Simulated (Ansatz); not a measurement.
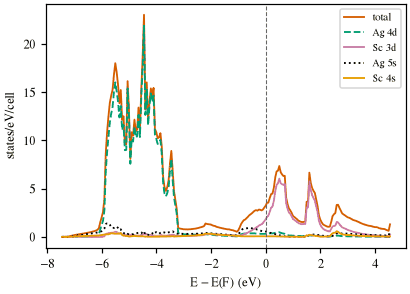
Total and projected density of states of ScAg3 (Cu3Au type, Pm-3m), PBE in the plane-wave PAW code Ansatz

Problem. Which orbitals carry the states next to the Fermi level?

Solution. Within 0.5 eV of the Fermi level: Sc 3d 62 %, Ag 5s 13 %, Ag 4d 9 %, outside the projected shells 14 %. Projections are on Löwdin-orthogonalised atomic valence shells; empty p or d shells of many metals are not among them.

Problem. Where is the tallest occupied peak in this window, and what makes it?

Solution. Near -4.4 eV, about 23 states/eV per cell; the largest projected share is Ag 4d.

The start of the workflow was typed in or built on a structure type; neither database checked (COD, Materials Project) lists it. Its standing as an ambient phase is unchecked. The PBE relaxation kept the symmetry of its start; its stability against distortions is not shown here. No spin polarisation was allowed. Spin–orbit coupling is left out wherever it is not named.

Potentials: the later of the program's two PAW sets.
